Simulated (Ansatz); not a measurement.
**BH2ClO (SMILES OBCl) at CCSDT/STO-3G**

Aim: the electronic atomisation energy of BH2ClO at CCSDT/STO-3G, from 5 runs. 

The results are computed with Ansatz 0.2.0.

65 further runs of the same task are left out: 4 that didn't finish, 61 set aside as unsound or not needed.

## Step 1: Starting point

BH2ClO has 5 atoms, charge 0, and is taken as a singlet. SMILES: `OBCl`. The shape is that of a PBE0-D4/def2-TZVP optimisation. This is one conformer, not always the lowest.

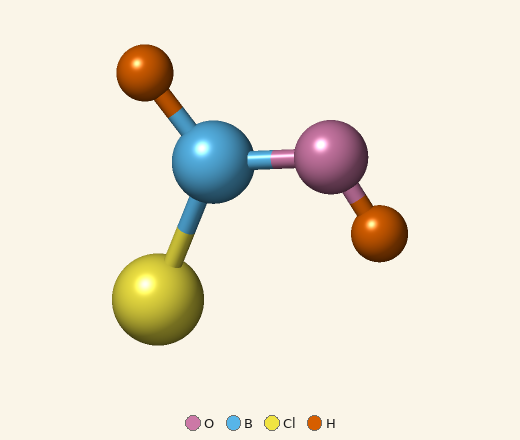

The structure, seen from a chosen angle (oxygen pink, boron blue, chlorine yellow, hydrogen orange).

## Step 2: The energy at CCSDT/STO-3G

Contents of run.yaml:

```yaml
crystal:
  periodic: [false, false, false]
  atoms:
    - {symbol: O, position_ang: [-0.863300, -0.618600, -0.002900]}
    - {symbol: B, position_ang: [0.379000, -0.137200, 0.137900]}
    - {symbol: Cl, position_ang: [0.788600, 1.496000, -0.395300]}
    - {symbol: H, position_ang: [-1.477700, 0.001200, -0.409700]}
    - {symbol: H, position_ang: [1.223300, -0.815100, 0.628600]}
basis:
  gaussian: {orbitals: STO-3G}
correlation: {method: ccsdt, frozen_orbitals: {B: 1, Cl: 5, H: 0, O: 1}}
accuracy: high
scf: {omitted_lower_state_checks: [cluster_reference, increment]}
```

Started as:

```console
$ ansatz run run.yaml --threads 1 --pin off --max-ram 2610MiB --events-out events.jsonl --progress --plain --runs-dir runs
```

The log of the run, shortened:

```text
Warning: RAYON_NUM_THREADS=1 ignored (pool sized by the plan → 1); use --threads N
Functional definition: HF
  name "HF"
[...]
374 factors; integrals over basis functions are off by at most 3.1e-8 eV
[...]
mean field -15076.39272504 eV, -554.0472134992 hartree, gradient 2.7e-8 eV, S^2 0.000000; 0 other end points of the search recorded, 0 dependent functions left out
7 core orbitals not correlated: weight in the atoms' cores, before any rotation towards them, 1.000 or more for the frozen orbitals, at most 0.000 for the correlated occupied ones
reference -15076.39272504 eV, -554.0472134992 hartree; 9, 9 occupied and 5, 5 virtual orbitals, 374 factors
second order -2.42964819 eV of doubles, -0.00000000 eV of singles
cycle   1  -2.70744418 eV  change   -2.8e-1 eV  update   8.7e-2
[...]
cycle  21  -3.10332282 eV  change   9.8e-10 eV  update   1.1e-9
Total energy: -15079.49604786 eV, -554.1612585092 hartree
Checks for a lower state left out: cluster_reference, increment
```

It took 0.36 s on 1 thread of Arm Neoverse V1, shared host.

## Step 3: The B atom, same level

Contents of molecule.yaml:

```yaml
crystal:
  periodic: [false, false, false]
  atoms:
    - {symbol: B, position_ang: [0.000000, 0.000000, 0.000000]}
basis:
  gaussian:
    orbitals: STO-3G
magnetization:
  spin_polarized: true
  initial_magnetization: 1
correlation:
  method: ccsdt
  frozen_orbitals: {B: 1}
accuracy: high
scf:
  omitted_lower_state_checks: [cluster_reference, increment]
```

Run the same way, it converges to -24.18899 Eh (log not shown).

## Step 4: The Cl atom

Contents of run.yaml:

```yaml
crystal:
  periodic: [false, false, false]
  atoms:
    - symbol: Cl
      position_ang: [0.000000, 0.000000, 0.000000]
basis:
  gaussian:
    orbitals: STO-3G
magnetization:
  spin_polarized: true
  initial_magnetization: 1
correlation:
  method: ccsdt
  frozen_orbitals: {Cl: 5}
accuracy: high
scf:
  omitted_lower_state_checks: [cluster_reference, increment]
```

Started as:

```console
$ ansatz run run.yaml --threads 1 --pin off --max-ram 2610MiB --events-out events.jsonl --progress --plain --runs-dir runs
```

The log of the run, shortened:

```text
Warning: RAYON_NUM_THREADS=1 ignored (pool sized by the plan → 1); use --threads N
Functional definition: HF
  name "HF"
[...]
42 factors; integrals over basis functions are off by at most 4.6e-9 eV
[...]
mean field -12368.72316544 eV, -454.5421925083 hartree, gradient 1.9e-13 eV, S^2 0.750000; 3 other end points of the search recorded, 0 dependent functions left out
5 core orbitals not correlated: weight in the atoms' cores, before any rotation towards them, 1.000 or more for the frozen orbitals, at most 0.000 for the correlated occupied ones
reference -12368.72316544 eV, -454.5421925083 hartree; 4, 3 occupied and 0, 1 virtual orbitals, 42 factors
second order 0.00000000 eV of doubles, 0.00000000 eV of singles
cycle   1  0.00000000 eV  change     0.0e0 eV  update    0.0e0
cycle   2  0.00000000 eV  change     0.0e0 eV  update    0.0e0
Total energy: -12368.72316544 eV, -454.5421925083 hartree
Checks for a lower state left out: cluster_reference, increment
```

It took 0.18 s on 1 thread of Arm Neoverse V1, shared host.

## Step 5: The H atom: the energy at UHF/STO-3G

Contents of molecule.yaml:

```yaml
crystal:
  periodic: [false, false, false]
  atoms:
    - {symbol: H, position_ang: [0.000000, 0.000000, 0.000000]}
basis:
  gaussian:
    orbitals: STO-3G
magnetization:
  spin_polarized: true
  initial_magnetization: 1
hamiltonian:
  xc: hf
accuracy: high
```

Started as:

```console
$ ansatz run molecule.yaml --threads 1 --pin off --max-ram 2610MiB --events-out events.jsonl --progress --plain --runs-dir runs
```

The log of the run:

```text
Warning: RAYON_NUM_THREADS=1 ignored (pool sized by the plan → 1); use --threads N
Functional definition: HF
  name "HF"
  exchange = exact_x
  correlation = 0
1 factors; integrals over basis functions are off by at most 4.6e-10 eV
mean field evaluation 1: about -12.6963 eV, gradient 0.0e0 eV
mean field evaluation 2: about -12.6963 eV, gradient 0.0e0 eV
mean field -12.69633895 eV, -0.4665818504 hartree, gradient 0.0e0 eV, S^2 0.750000; 0 other end points of the search recorded, 0 dependent functions left out
reference -12.69633895 eV, -0.4665818504 hartree; 1, 0 occupied and 0, 1 virtual orbitals, 1 factors
Total energy: -12.69633895 eV, -0.4665818504 hartree
```

Wall time 0.02 s (1 thread of Arm Neoverse V1, shared host).

## Step 6: The O atom

Contents of input.yaml:

```yaml
crystal:
  periodic: [false, false, false]
  atoms:
    - {symbol: O, position_ang: [0.000000, 0.000000, 0.000000]}
basis:
  gaussian:
    orbitals: STO-3G
magnetization:
  spin_polarized: true
  initial_magnetization: 2
correlation:
  method: ccsdt
  frozen_orbitals: {O: 1}
accuracy: high
scf:
  omitted_lower_state_checks: [cluster_reference, increment]
```

Run the same way, it converges to -73.80415 Eh (log not shown).

## Step 7: Outcome

At CCSDT/STO-3G, 7 core orbitals frozen:

| quantity | value |
| --- | --- |
| molecule: total energy | -554.16126 Eh |
| molecule: correlation energy (7 core orbitals frozen) | -114.0 mEh |
| molecule: T1 diagnostic | 0.016 |
| B atom: total energy | -24.18899 Eh |
| B atom: correlation energy (1 core orbital frozen) | -40.0 mEh |
| B atom: ⟨S²⟩ of the reference determinant | 0.750 |
| B atom: T1 diagnostic | 0.000 |
| Cl atom: total energy | -454.54219 Eh |
| Cl atom: correlation energy (5 core orbitals frozen) | 0.0 mEh |
| Cl atom: ⟨S²⟩ of the reference determinant | 0.750 |
| Cl atom: T1 diagnostic | 0.000 |
| H atom: total energy | -0.46658 Eh |
| H atom: ⟨S²⟩ | 0.750 |
| O atom: total energy | -73.80415 Eh |
| O atom: correlation energy (1 core orbital frozen) | 0.0 mEh |
| O atom: ⟨S²⟩ of the reference determinant | 2.000 |
| O atom: T1 diagnostic | 0.000 |
| electronic atomisation energy | 18.851 eV |

**Reading.** Taking the molecule apart into free atoms costs 18.85 eV (1819 kJ/mol), before zero-point energy and without spin-orbit coupling. In a minimal basis such a difference can be off by several eV, whatever the method.
